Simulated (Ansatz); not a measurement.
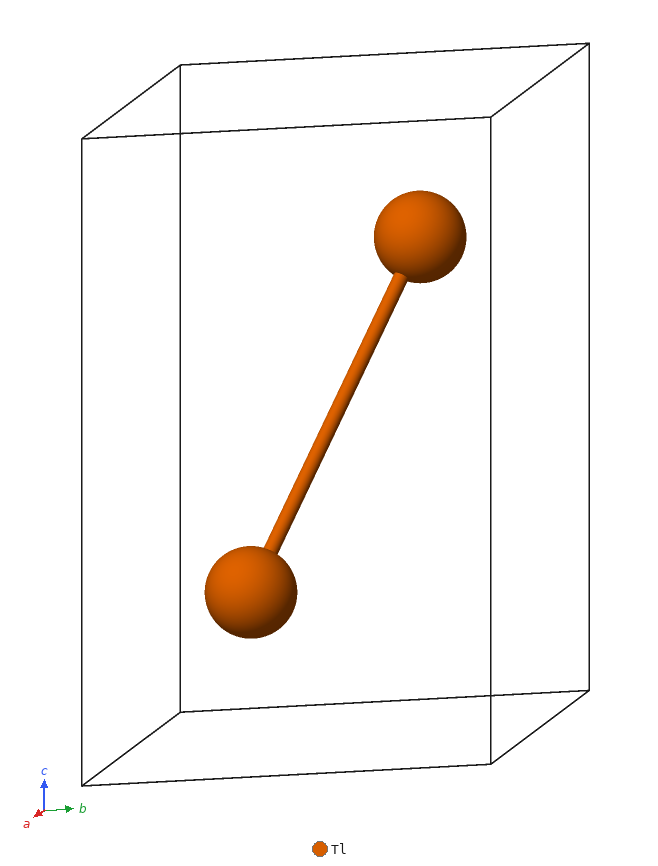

Crystal structure, ball-and-stick style, seen slightly off an axis. The conventional unit cell is drawn as a box.

> What is the cell content?

2 (thallium), counting shared atoms by their share.

> Which Bravais lattice does it have?

Primitive hexagonal.

> Which of the 230 space groups is it?

P6_3/mmc (No. 194), with Tl on 2d.

> Which prototype does it follow?

Hexagonal close-packed (Mg type).

> How do the bonded atoms link up through the crystal?

The bonds build a three-dimensional framework.

Its origin is the standard structure of this element. The final geometry of a relaxation with DFT PBE, scalar-relativistic, plane waves, PAW in Ansatz 0.2.0 is shown.
